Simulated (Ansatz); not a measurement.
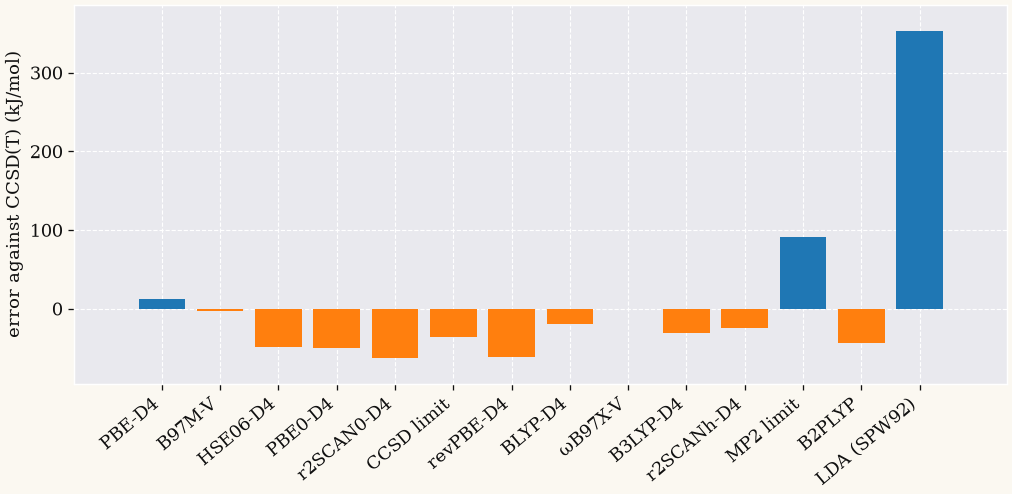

Error in the electronic atomisation energy (method less reference, so positive means overbinding) of Si₂H₂F₃, SMILES F[SiH][SiH](F)F, doublet: functionals in def2-TZVPP against frozen-core CCSD(T) at the limit (MP2 extrapolated from triple and quadruple zeta, plus CCSD(T) less MP2 in a smaller set), which gives 2567.0 kJ/mol, at a PBE0-D4/def2-TZVP geometry (a minimum by its frequencies), no zero-point or spin-orbit term, the Ansatz code 0.2.0. The reference leaves out core correlation, a term that grows with the number of heavy atoms. B2PLYP holds a correlation term that converges slowly with the basis, so part of the distance to the limit is basis error. No dispersion term is added to B2PLYP. Limit means the basis limit.

What range do the values span?

From −62.5 kJ/mol (r2SCAN0-D4) to 352.9 kJ/mol (LDA (SPW92)).

Give the values.

```csv
level,kJ/mol
PBE-D4,11.8
B97M-V,−3.4
HSE06-D4,−49.4
PBE0-D4,−50.6
r2SCAN0-D4,−62.5
CCSD limit,−36.4
revPBE-D4,−61.8
BLYP-D4,−19.9
ωB97X-V,−0.3
B3LYP-D4,−31.0
r2SCANh-D4,−24.4
MP2 limit,90.7
B2PLYP,−43.9
LDA (SPW92),352.9
```

Limits of at least one run: one conformer of a flexible molecule.
